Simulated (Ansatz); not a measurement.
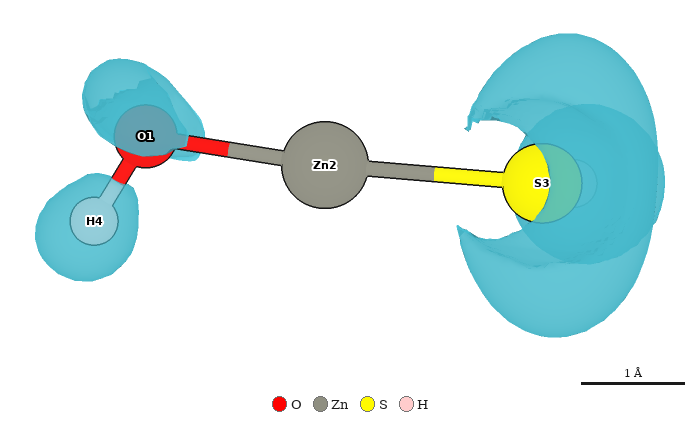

The picture shows: H₂OSZn (SMILES [OH][Zn][SH]). Isosurface of the electron localisation function at 0.85 (cyan), seen from one side. Only the valence region is drawn (cores and ρ < 0.01 e/Å³ removed).

All numbers below come from RKS PBE/def2-TZVP (Ansatz).

Input file:

```
crystal:
  periodic: [false, false, false]
  atoms:
    - { symbol: O, position_ang: [-1.2571, -0.8769, 0.0394] }
    - { symbol: Zn, position_ang: [-0.6975, 0.3003, -0.3654] }
    - { symbol: S, position_ang: [0.9399, 1.4921, -0.4035] }
    - { symbol: H, position_ang: [-0.5485, -1.3933, 0.4563] }
    - { symbol: H, position_ang: [1.613, 0.4042, 0.2318] }
basis:
  gaussian: { orbitals: def2-TZVP }
hamiltonian:
  xc: pbe
relax:
  f_tol: 0.015
  max_steps: 40
output:
  orbitals: {}
```

Command:

```sh
ansatz run input.yaml --threads 2 --pin off --max-ram 3072MiB --backend cpu --events-out ev --progress --plain --runs-dir out
```

The fields are those of the relaxed geometry.

Describe the localisation domains.

The surface consists of two regions around hydrogen nuclei, one lobe on O, pointing away from the bonds (lone pairs, which may merge into one lobe) and one region wrapped around S (its valence shell). Profiles from the grid: Zn–O (1.79 Å): the ELF peaks at about 0.85 in the valence shell of O, 0.6 Å from its nucleus, and is about 0.20 at the midpoint. Zn–S (2.16 Å): the ELF peaks at about 0.85 in the valence shell of S, 0.9 Å from its nucleus, and is about 0.60 at the midpoint.
